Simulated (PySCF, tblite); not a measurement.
**C3H6BClO2: geometry, infrared bands and NMR shifts**

Wanted: the infrared bands and NMR shifts of C3H6BClO2 (`COB(Cl)CC=O`), by calculation.

The runs use tblite 0.8.0 and PySCF 2.14.0, with density-fitted response routines of our own; the level of theory stands in each step. All values are computed, except where a source is named. Atoms count from 0, in the outputs and in this text.

### Step 1. The molecule as given

13 atoms, charge 0, multiplicity 1; geometry from: force field or distance geometry start.

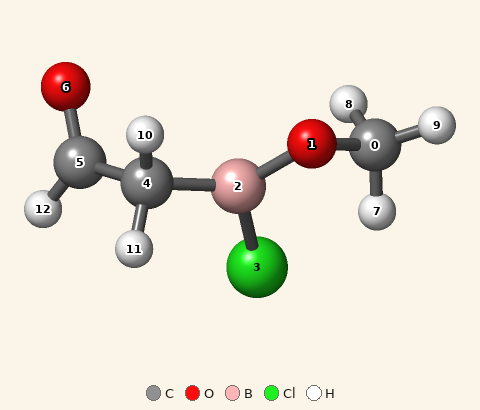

As it starts; carbon grey, oxygen red, boron pink, chlorine green, hydrogen white, atoms numbered; sticks join atoms by distance.

### Step 2. Relaxing the molecule with GFN2-xTB

Job settings and geometry (Å):

```
{"job": {"kind": "relax", "xc": "GFN2-xTB", "basis": "xTB"}, "charge": 0, "multiplicity": 1}
C      2.292300     0.580300    -0.234200
O      1.166500     0.653700     0.612600
B      0.163500    -0.215100    -0.024500
Cl     0.748500    -1.639200    -1.025700
C     -1.351700    -0.209700     0.396800
C     -2.272700    -0.154500    -0.752400
O     -2.554700     0.958800    -1.205800
H      2.463500    -0.500800    -0.399900
H      1.953000     1.047400    -1.178600
H      3.178400     1.040700     0.205000
H     -1.557800     0.653300     1.042300
H     -1.523000    -1.197900     0.905300
H     -2.710100    -1.016400    -1.220000
```

Started as:

```console
$ OMP_NUM_THREADS=1 python probes_run.py task.json out
```

This one command runs all jobs of the session in turn.

Standard output:

```text
step      E/eV     max force
  0    -636.76845    4.123
  1    -637.13734    4.441
  2    -637.32190    3.017
  3    -637.43796    0.884
  4    -637.54596    0.663
  5    -637.65473    0.973
  6    -637.71649    0.917
  7    -637.79555    0.768
  8    -637.85692    0.771
  9    -637.90519    0.720
 10    -637.92998    0.458
 11    -637.94085    0.339
 12    -637.94922    0.371
 13    -637.95572    0.292
 14    -637.96070    0.248
 15    -637.96608    0.254
 16    -637.97196    0.235
 17    -637.97698    0.207
 18    -637.98065    0.147
 19    -637.98342    0.157
 20    -637.98591    0.152
 21    -637.98804    0.126
 22    -637.98935    0.080
 23    -637.99019    0.094
 24    -637.99099    0.091
 25    -637.99181    0.088
 26    -637.99263    0.080
 27    -637.99351    0.077
 28    -637.99457    0.087
 29    -637.99580    0.097
 30    -637.99693    0.091
 31    -637.99774    0.078
 32    -637.99838    0.072
 33    -637.99906    0.078
 34    -637.99978    0.079
 35    -638.00048    0.078
 36    -638.00114    0.068
 37    -638.00177    0.066
 38    -638.00230    0.056
 39    -638.00267    0.040
 40    -638.00292    0.041
 41    -638.00315    0.043
 42    -638.00338    0.043
 43    -638.00358    0.040
 44    -638.00373    0.029
 45    -638.00387    0.027
 46    -638.00399    0.027
 47    -638.00410    0.029
 48    -638.00422    0.034
 49    -638.00435    0.035
 50    -638.00452    0.047
 51    -638.00472    0.053
 52    -638.00492    0.044
 53    -638.00512    0.039
 54    -638.00531    0.048
 55    -638.00547    0.036
 56    -638.00560    0.024
 57    -638.00570    0.033
 58    -638.00576    0.026
 59    -638.00582    0.023
 60    -638.00587    0.020
 61    -638.00594    0.021
 62    -638.00603    0.031
 63    -638.00616    0.040
 64    -638.00632    0.036
 65    -638.00649    0.032
 66    -638.00665    0.033
 67    -638.00677    0.028
 68    -638.00687    0.024
 69    -638.00700    0.028
 70    -638.00715    0.042
 71    -638.00731    0.051
 72    -638.00745    0.041
 73    -638.00756    0.026
 74    -638.00763    0.024
 75    -638.00768    0.018
 76    -638.00772    0.019
 77    -638.00774    0.018
 78    -638.00776    0.013
 79    -638.00778    0.023
 80    -638.00781    0.016
 81    -638.00786    0.021
 82    -638.00794    0.040
 83    -638.00808    0.066
 84    -638.00836    0.096
 85    -638.00879    0.119
 86    -638.00940    0.103
 87    -638.01001    0.055
 88    -638.01024    0.051
 89    -638.00969    0.142
 90    -638.01049    0.065
 91    -638.01059    0.015
 92    -638.01070    0.045
 93    -638.01076    0.030
 94    -638.01084    0.016
 95    -638.01088    0.015
 96    -638.01092    0.012
 97    -638.01093    0.009
```

It took 1.5 s on 1 thread of Intel Xeon at 2.50GHz, shared host.

Relaxation path: (not every step is listed)

```tsv
step	energy from step 0 (eV)	largest force (eV/Å)
0	0.0000	4.1226
1	-0.3689	4.4410
2	-0.5534	3.0168
3	-0.6695	0.8837
4	-0.7775	0.6625
5	-0.8863	0.9731
6	-0.9480	0.9173
7	-1.0271	0.7681
8	-1.0885	0.7705
16	-1.2035	0.2354
24	-1.2225	0.0906
32	-1.2299	0.0718
40	-1.2345	0.0413
48	-1.2358	0.0341
56	-1.2371	0.0242
64	-1.2379	0.0363
72	-1.2390	0.0409
80	-1.2394	0.0163
88	-1.2418	0.0512
92	-1.2423	0.0447
93	-1.2423	0.0300
94	-1.2424	0.0162
95	-1.2424	0.0152
96	-1.2425	0.0122
97	-1.2425	0.0086
```

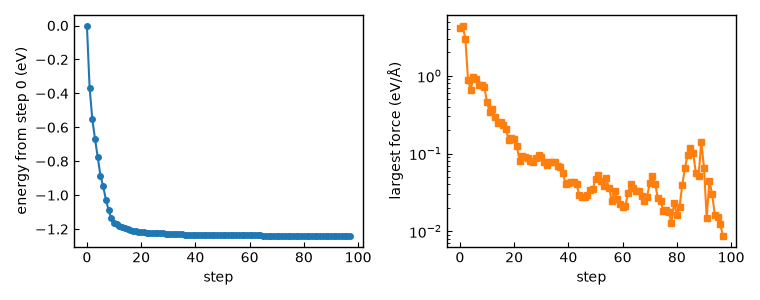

Energy and force, step by step.

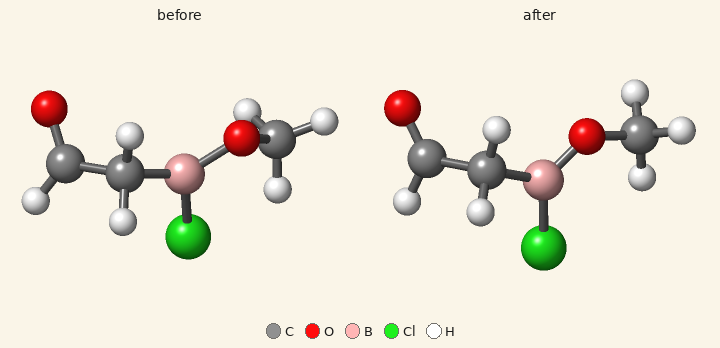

The geometry before (left) and after (right).

Distances of close pairs at the start and the end, largest changes first:

```tsv
bond	before (Å)	after (Å)	change (Å)
O1–B2	1.472	1.315	-0.157
B2–Cl3	1.836	1.755	-0.082
C5–O6	1.235	1.198	-0.037
C4–H11	1.124	1.090	-0.035
C5–H12	1.074	1.107	+0.034
B2–C4	1.573	1.604	+0.032
C4–C5	1.474	1.501	+0.027
C0–H8	1.107	1.091	-0.016
```

The final coordinates are the input of the step that follows.

### Step 3. Harmonic vibrations with GFN2-xTB

Job settings and geometry (Å):

```
{"job": {"kind": "ir", "xc": "GFN2-xTB", "basis": "xTB"}, "charge": 0, "multiplicity": 1}
C      2.342830     0.612733    -0.312393
O      0.990381     0.572501     0.095181
B      0.124932    -0.405735    -0.057628
Cl     0.548978    -1.922934    -0.830786
C     -1.379485    -0.192994     0.457364
C     -2.294121    -0.100278    -0.728942
O     -2.765491     0.912589    -1.161054
H      2.650799    -0.330193    -0.768244
H      2.455856     1.425411    -1.031425
H      2.954488     0.817853     0.567061
H     -1.447424     0.727474     1.035113
H     -1.693382    -1.039113     1.068244
H     -2.492750    -1.076829    -1.211466
```

Standard output:

```text
mode    cm-1     km/mol
  1      30.1      3.83
  2      67.7      5.54
  3      78.9      0.14
  4     148.0      5.09
  5     192.3     12.06
  6     205.0      2.07
  7     283.4      3.05
  8     432.3     21.26
  9     475.9      6.80
 10     492.8     13.35
 11     549.4     14.62
 12     817.8     49.78
 13     904.1     28.37
 14     952.4    188.65
 15    1005.4     30.70
 16    1035.4     57.05
 17    1106.6    158.02
 18    1124.6      4.43
 19    1135.1     12.68
 20    1190.9     45.96
 21    1336.1    266.01
 22    1379.9     16.06
 23    1412.2    145.10
 24    1435.8     15.03
 25    1455.0      3.13
 26    1457.7     12.53
 27    1787.7    379.95
 28    2767.9    107.00
 29    2978.6     18.68
 30    2988.4      8.10
 31    2994.2     13.16
 32    2996.2      9.30
 33    3025.8     10.81
```

Run time: 1 s. Hardware: 1 thread of Intel Xeon at 2.50GHz, shared host.

Which atoms move in the most intense modes:

```tsv
cm⁻¹	km/mol	atoms
818	49.8	H11 22 %, C4 21 %, B2 19 %, H10 12 %
952	188.7	C4 28 %, B2 26 %, H11 13 %
1035	57.0	H11 20 %, C4 19 %, C5 17 %, C0 14 %
1107	158.0	H11 36 %, C5 20 %, H10 17 %, C4 16 %
1336	266.0	B2 38 %, O1 27 %, C0 11 %, H7 10 %
1412	145.1	H7 23 %, H8 22 %, H9 21 %, O1 15 %
1788	379.9	C5 59 %, O6 39 %
2768	107.0	H12 94 %
```

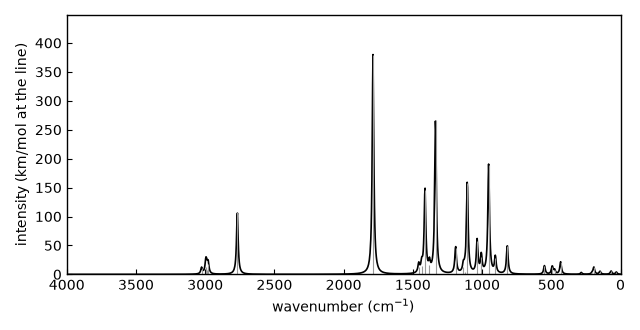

The infrared spectrum from these modes, unscaled. Lines are broadened to a width of 14 cm⁻¹ (Lorentzian).

### Step 4. Shielding tensors: PBE0/pcSseg-1

The job, as its differences from that of step 3:

```diff
@@ -1,2 +1,2 @@
-{"job": {"kind": "ir", "xc": "GFN2-xTB", "basis": "xTB"}, "charge": 0, "multiplicity": 1}
+{"job": {"kind": "nmr", "xc": "PBE0", "basis": "pcSseg-1"}, "charge": 0, "multiplicity": 1}
 C      2.342830     0.612733    -0.312393
```

Level: GIAO PBE0/pcSseg-1 NMR shielding, non-relativistic, gas phase.

Standard output:

```text
coarse grid: 11864 points
cycle   1  E = -752.7521076551  dE =  9.987e-01  |g| = 9.104e-01  |ddm| = 3.121e+00
cycle   2  E = -752.2868194551  dE =  4.653e-01  |g| = 1.803e+00  |ddm| = 2.152e+00
cycle   3  E = -752.9054313989  dE = -6.186e-01  |g| = 1.799e-01  |ddm| = 1.666e+00
cycle   4  E = -752.9113633528  dE = -5.932e-03  |g| = 8.435e-02  |ddm| = 1.824e-01
cycle   5  E = -752.9125324312  dE = -1.169e-03  |g| = 2.863e-02  |ddm| = 6.475e-02
cycle   6  E = -752.9126844152  dE = -1.520e-04  |g| = 5.963e-03  |ddm| = 2.217e-02
cycle   7  E = -752.9126909968  dE = -6.582e-06  |g| = 1.633e-03  |ddm| = 5.070e-03
final grid: 111232 points
cycle   8  E = -752.9730014978  dE = -1.152e-05  |g| = 1.580e-02  |ddm| = 2.112e-02
cycle   9  E = -752.9728914914  dE =  1.100e-04  |g| = 2.912e-02  |ddm| = 2.605e-02
cycle  10  E = -752.9730460223  dE = -1.545e-04  |g| = 2.771e-03  |ddm| = 1.856e-02
cycle  11  E = -752.9730474737  dE = -1.451e-06  |g| = 4.827e-04  |ddm| = 1.946e-03
cycle  12  E = -752.9730475071  dE = -3.339e-08  |g| = 1.941e-04  |ddm| = 4.221e-04
cycle  13  E = -752.9730475146  dE = -7.492e-09  |g| = 2.539e-05  |ddm| = 1.506e-04
cycle  14  E = -752.9730475147  dE = -1.260e-10  |g| = 8.316e-06  |ddm| = 3.044e-05
converged SCF energy = -752.9730475147

GIAO shielding tensors (ppm)
atom      isotropic    diamagn.    paramagn.     s11        s22        s33       span
  0 C      130.334     242.877    -112.543    100.204    108.704    182.092     81.888
  1 O      167.424     395.576    -228.152     -7.119    177.269    332.123    339.242
  2 B       65.774     195.366    -129.591     51.627     60.733     84.964     33.337
  3 Cl     805.893    1149.992    -344.099    542.983    894.396    980.299    437.317
  4 C      137.052     255.330    -118.278    101.369    144.047    165.741     64.372
  5 C      -14.616     248.726    -263.342   -108.210    -32.479     96.842    205.052
  6 O     -373.437     397.702    -771.139  -1011.972   -447.881    339.542   1351.514
  7 H       26.971      28.634      -1.663     22.085     27.445     31.382      9.297
  8 H       27.710      27.786      -0.076     23.644     25.613     33.872     10.228
  9 H       27.706      27.515       0.191     23.812     25.434     33.871     10.059
 10 H       29.204      32.520      -3.316     26.567     28.381     32.664      6.097
 11 H       29.013      30.911      -1.898     26.235     28.466     32.338      6.103
 12 H       21.652      28.006      -6.354     19.246     20.346     25.365      6.119
```

It took 66 s on 1 thread of Intel Xeon at 2.50GHz, shared host; peak memory 0.69 GiB.

Shifts follow as δ = σ(reference) − σ, with reference shieldings (ppm) from runs at the same level and on the same kind of geometry: 1H TMS 31.72, 13C TMS 186.9, 17O H2O 336.1, 11B BF3·OEt2 100.1, 35Cl HCl 950. The references are single molecules in the gas phase, so shifts against H2O, NH3, PH3, H3PO4 or CFCl3 are not on the usual liquid scales and can be off by tens of ppm. Atoms listed in one row are averaged.

```tsv
atoms	environment	σ (ppm)	δ (ppm)	δ scaled to CDCl3
C5	aldehyde carbonyl carbon	-14.6	201.5	194.8
C0	methyl carbon bonded to O	130.3	56.6	53.3
C4	sp3 CH2 bonded to B, α to a carbonyl	137.1	49.9	46.8
H12	hydrogen on an aldehyde carbonyl carbon	21.65	10.06	9.59
H7, H8, H9	hydrogen on a methyl carbon bonded to O	27.46	4.26	4.12
H10, H11	hydrogen on an sp3 CH2 bonded to B, α to a carbonyl	29.11	2.61	2.56
O6	aldehyde oxygen	-373.4	709.5	–
O1	oxygen bonded to C, B	167.4	168.7	–
B2	boron bonded to C, Cl, O	65.8	34.3	–
Cl3	chlorine bonded to B	806	144	–
```

The scaled column applies a straight-line fit of computed shieldings to shifts measured in CDCl3, with any fitted terms for Cl, Br or S neighbours (root-mean-square error 0.16 ppm for H, 1.9 ppm for C).

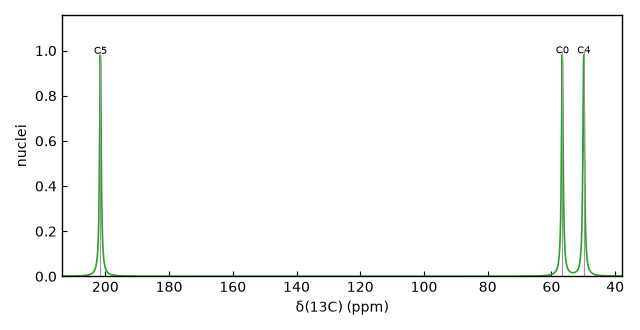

13C lines at the computed shifts, without couplings. Lines are broadened to a width of 0.61 ppm (Lorentzian).

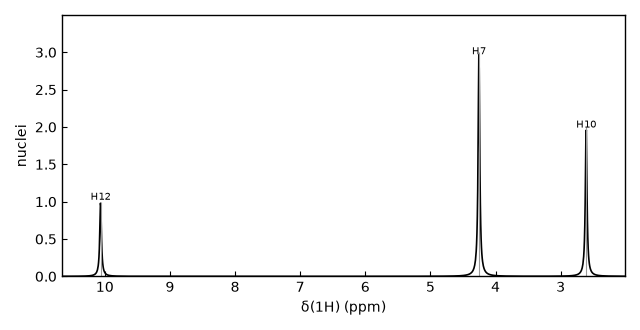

1H lines at the computed shifts, without couplings. Lines are broadened to a width of 0.03 ppm (Lorentzian).

The run also stored atomic charges by several schemes (e):

```tsv
atoms	Mulliken	IAO	Hirshfeld	ESP fit
C0	-0.03	-0.21	-0.02	-0.18
O1	-0.45	-0.34	-0.15	-0.30
B2	0.55	0.34	0.22	0.50
Cl3	-0.25	-0.12	-0.08	-0.21
C4	-0.43	-0.48	-0.16	-0.49
C5	0.19	0.28	0.13	0.59
O6	-0.35	-0.39	-0.23	-0.48
```

Hirshfeld charges:

C0 -0.02; O1 -0.15; B2 0.22; Cl3 -0.08; C4 -0.16; C5 0.13; O6 -0.23; H7 0.04; H8 0.06; H9 0.06; H10 0.05; H11 0.05; H12 0.03

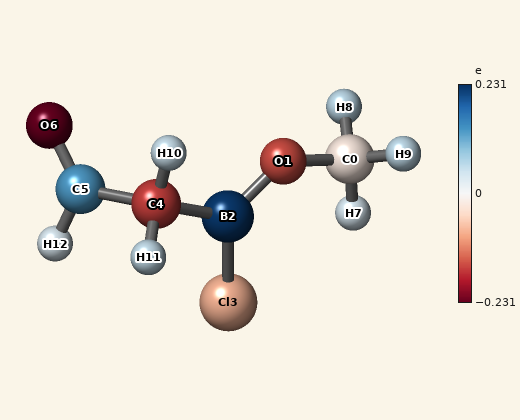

Hirshfeld charges, as colours on the atoms.

Mayer bond orders: C0–O1 0.86, O1–B2 1.32, B2–Cl3 1.06, B2–C4 0.92, C4–C5 1.01, C5–O6 2.02.

The fields below are evaluated on a grid from the run's orbitals.

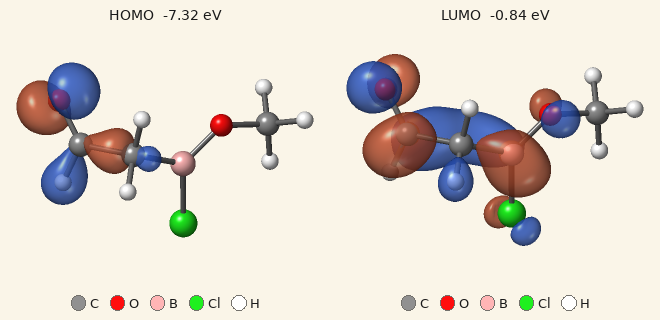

PBE0/pcSseg-1 orbitals near the gap, drawn at the value that encloses 70 % of each; the two colours are the two signs.

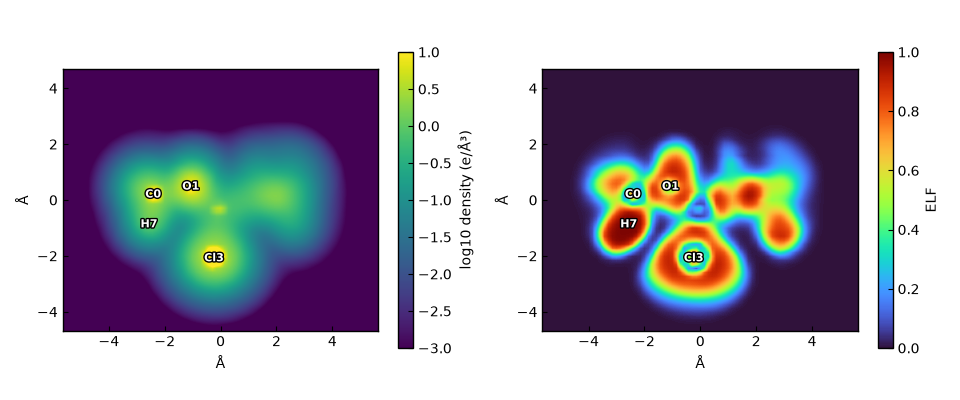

Density (left) and ELF (right) in a plane through or near 4 of the atoms.

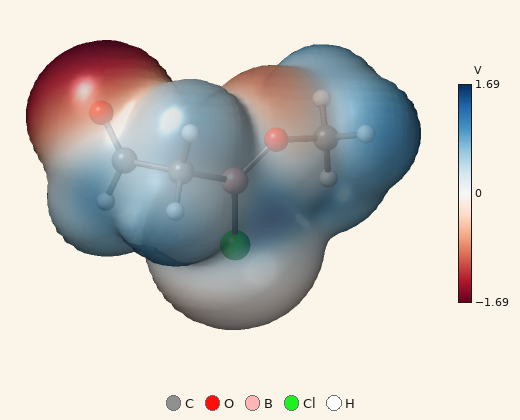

Electrostatic potential on the surface of density 0.002 e/bohr³; red is low, blue high. It runs, from the 1st to the 99th percentile, from -1.69 V near O6 to 1.22 V near B2.

### Step 5. Results

```
                                                              quantity                  value
                             strongest single infrared mode (GFN2-xTB)  1788 cm⁻¹, 380 km/mol
                                          zero-point energy (GFN2-xTB)          57.5 kcal/mol
                                13C shifts against TMS (PBE0/pcSseg-1)  201.5, 56.6, 49.9 ppm
1H shifts against TMS (PBE0/pcSseg-1, means over atoms taken as alike)  10.06, 4.26, 2.61 ppm
                                17O shifts against H2O (PBE0/pcSseg-1)       709.5, 168.7 ppm
                           11B shifts against BF3·OEt2 (PBE0/pcSseg-1)               34.3 ppm
                               35Cl shifts against HCl (PBE0/pcSseg-1)                144 ppm
                                 surface potential, 1st and 99th percentile     -1.69 V and 1.22 V
```

What this shows: The optimisation took 97 steps and gained 1.242 eV; among the close pairs (by a distance rule), O1–B2 changed most, from 1.472 to 1.315 Å. All 33 modes are real, so the xTB geometry is a minimum. The strongest single mode, at 1788 cm⁻¹, moves mainly C5 and O6. Unscaled tight-binding wavenumbers are off by several per cent, some by more. Its intensities can rank the bands wrongly. The most deshielded carbon is C5 (aldehyde carbonyl carbon), at 201.5 ppm: the double bond to the heteroatom, with no lone-pair donor beside it, deshields it most. H12 (hydrogen on an aldehyde carbonyl carbon) lies farthest downfield among hydrogen, at 10.06 ppm; the C=O anisotropy and electron withdrawal place aldehyde protons far downfield. At PBE0/pcSseg-1: Shielding is most anisotropic at O6 (span 1352 ppm, paramagnetic term -771 ppm). At PBE0/pcSseg-1, counted by nearest atom on the grid, the HOMO lies on O6 63 %; H12 14 %, the LUMO on C5 28 %; O6 22 %.
